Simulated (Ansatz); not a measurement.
**GaH3NSi2 (SMILES [SiH3][N]1[Si][Ga]1) (doublet): density, localisation and related maps**

The calculation's input:

```
crystal:
  periodic: [false, false, false]
  atoms:
    - {symbol: Ga, position_ang: [0.468980, 1.593091, 0.486741]}
    - {symbol: N, position_ang: [-1.495013, 1.022775, 0.508883]}
    - {symbol: Si, position_ang: [-2.066573, 2.595201, 0.729997]}
    - {symbol: Si, position_ang: [-2.197857, -0.571945, 0.345360]}
    - {symbol: H, position_ang: [-3.691117, -0.511868, 0.422273]}
    - {symbol: H, position_ang: [-1.691966, -1.464890, 1.432750]}
    - {symbol: H, position_ang: [-1.803465, -1.169504, -0.967296]}
basis:
  gaussian:
    orbitals: def2-TZVPD
magnetization:
  spin_polarized: true
  initial_magnetization: 1
hamiltonian:
  xc: pbe0
output: {forces: true, orbitals: {seedname: orbitals}}
```

Launched as:

```sh
ansatz run input.yaml --threads 2 --pin off --max-ram 4350MiB --events-out events.jsonl --progress --plain --runs-dir runs
```

Geometry: PBE0-D3(BJ)/def2-SVP.

Level of theory: isolated molecule in a Gaussian basis; Kohn-Sham density functional theory, functional PBE0 (Ansatz).

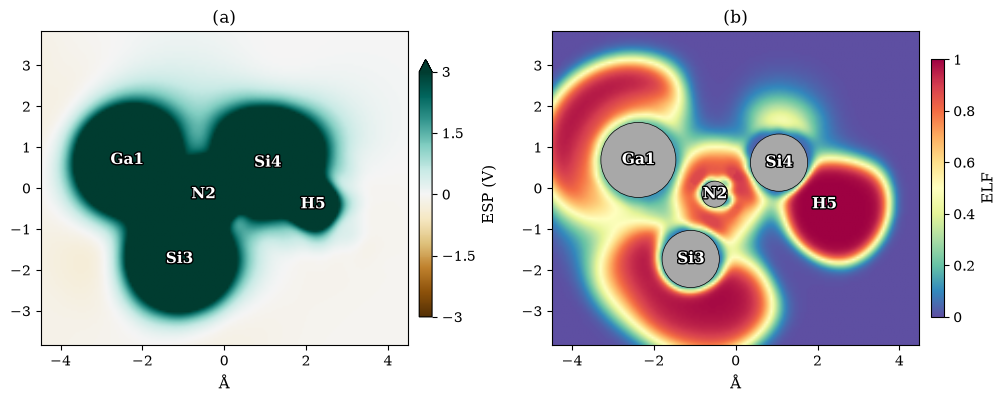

Figure 1. (a) molecular electrostatic potential; (b) electron localisation function on the plane of atoms Ga1, N2 and Si3. Grey discs cover the atomic cores in the ELF map.

### Interpret the plot.

- Atoms in the plane: Ga, N, Si and H.
- Si–N (1.69 Å): the ELF peaks at about 0.90 between the atoms, as expected for a shared but strongly polarised pair.
- Ga–N (2.05 Å): the ELF peaks at about 0.85 in the valence shell of N, 0.6 Å from its nucleus, and is about 0.30 at the midpoint.
- Ga–Si (2.74 Å): the ELF is about 0.25 at the midpoint.
- Si–H (1.50 Å): the ELF climbs to about 1 towards the hydrogen, as it does in any bond to H.
- Si–N (1.75 Å): the ELF peaks at about 0.90 between the atoms: a polar covalent bond.
- The ELF also peaks beside Si3, away from the bonds: non-bonding electrons, paired or unpaired.
- Outside the dense part of the molecule the potential is most negative (−0.3 V) near Si3.

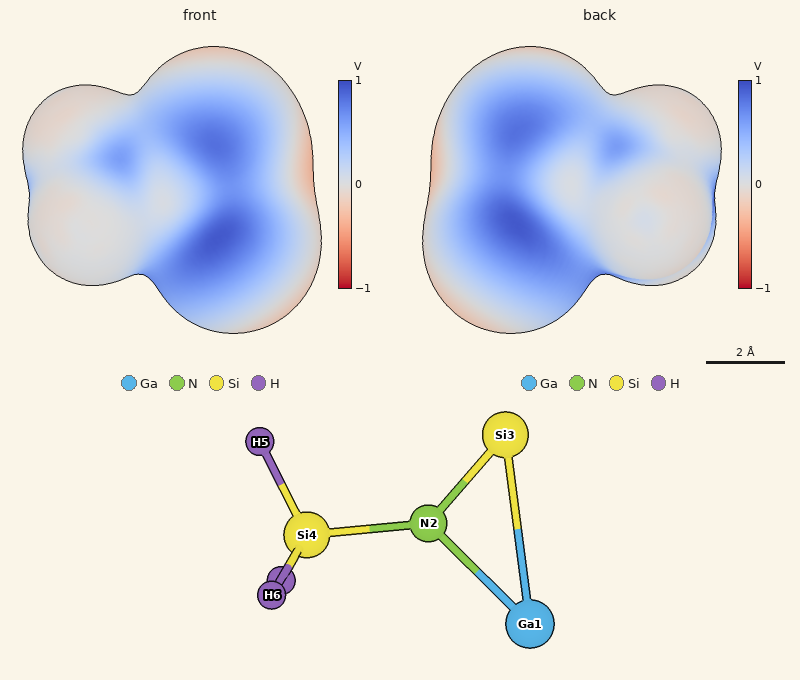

Figure 2. The electrostatic potential painted on the density surface at 0.001 e/bohr³, seen from the front and from behind; the colour scale runs from red (negative) to blue (positive). The bare structure is drawn below in the same view.

### Describe the electrostatic potential map.

The most negative region (about −0.3 V, or −7 kcal/mol for a unit charge) lies over Si3, the most positive (about +0.9 V, or +21 kcal/mol for a unit charge) over Ga1.

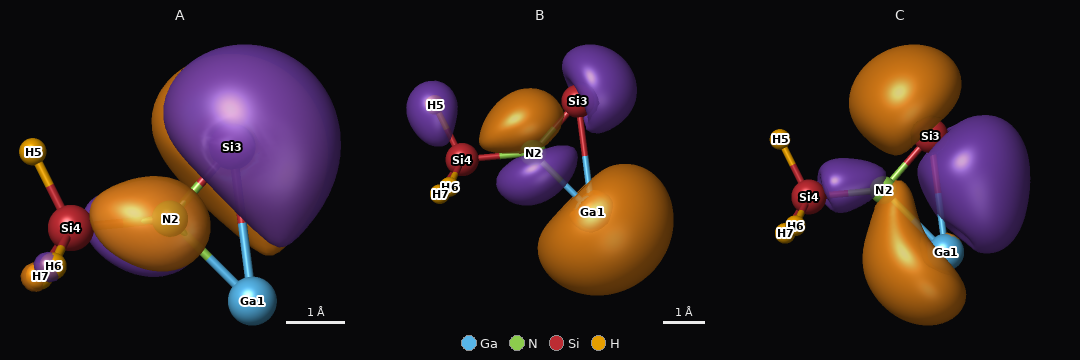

Figure 3. Three frontier orbitals at ±0.08 Å⁻³ᐟ² (orange and purple are the two phases), in no order.

### Which picture is the HOMO−1, the HOMO and the LUMO? All are α orbitals.

B is the HOMO−1 (α) (−6.95 eV). It lies mainly on Ga1 (about 60 %), N2 (about 20 %) and Si3 (about 10 %). C is the HOMO (α) (−5.14 eV). By Hirshfeld shares it lies mainly on Si3 (about 60 %), Ga1 (about 30 %) and N2 (about 10 %). A is the LUMO (α) (−2.09 eV). By Hirshfeld shares it lies mainly on Si3 (about 70 %), N2 (about 15 %) and Ga1 (about 10 %).

### What is the gap between the highest occupied and lowest empty α orbitals?

3.05 eV between the orbital energies.
